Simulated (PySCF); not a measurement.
SMILES C[SiH2]C[SiH2]Cl at its PBE0/def2-SVP optimised geometry (Å):

```
14

Si    -1.7340     0.2606     0.0000
Cl    -2.4497     2.2121     0.0000
C      0.1310     0.2606     0.0000
Si     0.9740    -1.4329    -0.0042
C      0.6214    -2.3927     1.5727
H     -2.2797    -0.4078     1.2166
H     -2.2689    -0.4130    -1.2175
H      0.4689     0.8163    -0.8924
H      0.4827     0.8292     0.8788
H      2.4497    -1.2311    -0.1562
H      0.4959    -2.2121    -1.1911
H     -0.4542    -2.5971     1.6893
H      1.1494    -3.3587     1.5622
H      0.9592    -1.8326     2.4588
```

Calculation: PBE0/def2-TZVP (PySCF).

Map of the electrostatic potential (hartree/e), clipped to [-0.08, 0.12] on the plane z = 0.8 Å:

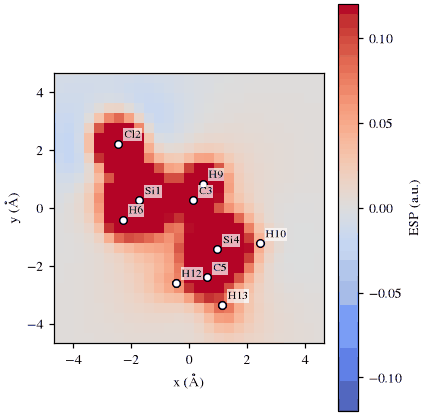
*Electrostatic potential (hartree/e), clipped to [-0.08, 0.12] on the plane z = 0.8 Å.*
